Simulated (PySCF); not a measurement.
**C5H12OSi: excited-state calculation**

- system: C5H12OSi, SMILES CO[SiH]1CCCC1
- method: TDDFT wB97X-D/def2-SVPD, vertical, IEF-PCM chloroform (non-equilibrium linear response), core orbitals frozen in the response (PySCF 2.14.0)

The geometry comes from this level: PBE0-D3(BJ)/def2-SVP. It belongs to a series of runs on one base structure; here: solvent chloroform.

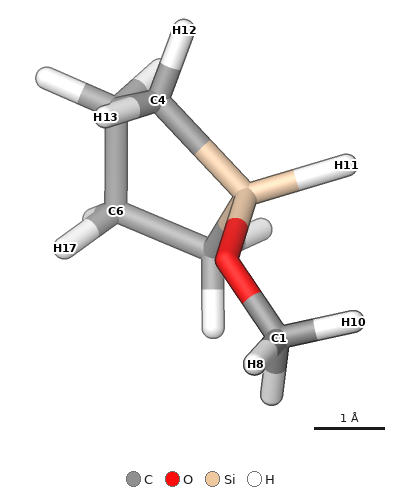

Fig. 1: The input geometry (stick view, seen at an oblique angle; atoms are numbered from 1 in the order of the input). Bond lengths as drawn: C–C 1.53 to 1.54 Å, C–H 1.10 to 1.11 Å, C–O 1.40 Å, C–Si 1.88 to 1.89 Å, H–Si 1.50 Å and O–Si 1.67 Å.

### Results in brief

```csv
quantity,value
outcome,converged
total energy,−562.153135 hartree
HOMO,−9.38 eV
LUMO,2.36 eV
dipole moment,1.08 D
mean polarisability,106.93 a.u.
lowest excitation,7.38 eV
hardware,"1 CPU thread, shared host"
wall time,54 s
peak memory,1.2 GiB
```

### Input file
```
{"job": {"kind": "uv", "xc": "wB97X-D", "basis": "def2-SVPD", "solvent": "chloroform", "nstates": 6, "ntriplets": 0}, "charge": 0, "multiplicity": 1}
C      3.012353     0.093281     0.202035
O      1.774579     0.739629     0.151918
Si     0.495380     0.234716    -0.799643
C     -0.959103     1.395254    -0.510790
C     -2.117212     0.449560    -0.147783
C     -1.556749    -0.751206     0.623944
C     -0.364834    -1.323365    -0.161512
H      3.697793     0.679696     0.833597
H      2.937457    -0.920713     0.638301
H      3.474382    -0.003995    -0.798848
H      0.984833     0.108252    -2.211652
H     -1.196894     2.067545    -1.348195
H     -0.690532     2.033517     0.349018
H     -2.905017     0.963679     0.426617
H     -2.596845     0.083528    -1.073039
H     -2.336262    -1.508202     0.809892
H     -1.210645    -0.409239     1.615632
H      0.271214    -1.988689     0.442646
H     -0.722925    -1.916560    -1.021780
```

The first line tells a small driver script what to run in PySCF; the rest is the geometry in Å.

Launch command:
```bash
OMP_NUM_THREADS=1 python <driver script> task.json out
```

### Output
```
coarse grid: 15584 points
cycle   1  E = -561.9802826231  dE =  8.089e-01  |g| = 6.445e-01  |ddm| = 5.592e+00
cycle   2  E = -561.9613084292  dE =  1.897e-02  |g| = 7.576e-01  |ddm| = 1.481e+00
cycle   3  E = -562.0652392963  dE = -1.039e-01  |g| = 5.651e-02  |ddm| = 6.884e-01
cycle   4  E = -562.0658708306  dE = -6.315e-04  |g| = 2.846e-02  |ddm| = 1.220e-01
cycle   5  E = -562.0660770713  dE = -2.062e-04  |g| = 3.911e-03  |ddm| = 5.084e-02
cycle   6  E = -562.0660817611  dE = -4.690e-06  |g| = 8.223e-04  |ddm| = 1.434e-02
final grid: 143640 points
cycle   7  E = -562.1531297826  dE = -1.498e-04  |g| = 4.098e-03  |ddm| = 1.479e-01
cycle   8  E = -562.1531335024  dE = -3.720e-06  |g| = 2.698e-03  |ddm| = 2.219e-02
cycle   9  E = -562.1531352340  dE = -1.732e-06  |g| = 5.777e-04  |ddm| = 4.859e-03
cycle  10  E = -562.1531353370  dE = -1.030e-07  |g| = 2.445e-04  |ddm| = 2.062e-03
cycle  11  E = -562.1531353494  dE = -1.238e-08  |g| = 7.240e-05  |ddm| = 3.947e-04
cycle  12  E = -562.1531353509  dE = -1.504e-09  |g| = 1.879e-05  |ddm| = 1.650e-04
cycle  13  E = -562.1531353510  dE = -1.596e-10  |g| = 7.208e-06  |ddm| = 6.221e-05
```

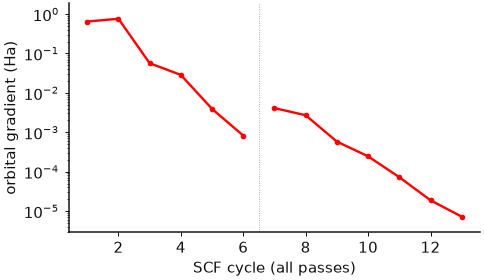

Fig. 2: Convergence of the self-consistent field: orbital gradient against the SCF cycle. The dotted line marks the change from a coarse to the final integration grid. The first 6 cycles use a coarse grid, the final grid takes over at cycle 7, and the field converges after 13 cycles in all.

```
converged SCF energy = -562.1531353510

Static polarisability (au): isotropic 106.934, principal 97.878 104.397 118.528

Singlet excitations
state   eV       nm        f      main configurations
  1   7.3809    168.0   0.00034   H->L+1 0.55, H->L 0.16, H->L+4 0.11
  2   7.7590    159.8   0.01807   H->L 0.60, H->L+1 0.14, H-1->L+1 0.11
  3   7.9481    156.0   0.01448   H->L+2 0.32, H-1->L+1 0.25
  4   7.9822    155.3   0.06824   H->L+2 0.39, H-1->L+1 0.18, H-1->L+2 0.10
  5   8.2816    149.7   0.03545   H-1->L 0.41, H->L+3 0.15, H-1->L+1 0.12
  6   8.3875    147.8   0.02753   H-1->L+2 0.30, H->L+3 0.30
```

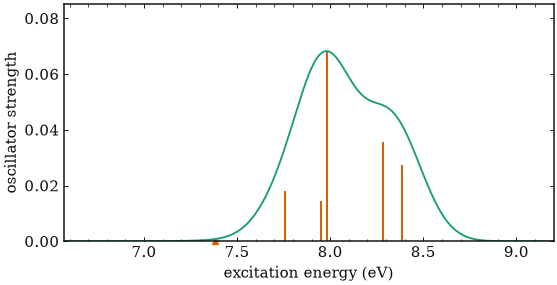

Fig. 3: Computed excitations as sticks (degenerate states added up, dark ones marked on the axis), with a Gaussian envelope of 0.35 eV full width at half maximum, scaled to the tallest. Of the 6 states the lowest lies at 7.38 eV (f = 0.000); the strongest line is at 7.98 eV, or 155 nm (f = 0.068).

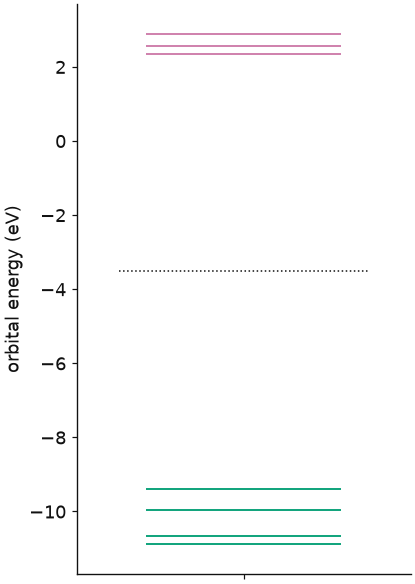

Fig. 4: Orbital energies near the frontier; the dotted line parts filled from empty levels, and levels within 0.02 eV of each other stand side by side. Highest filled −9.38 eV, lowest empty 2.36 eV, 11.74 eV apart.
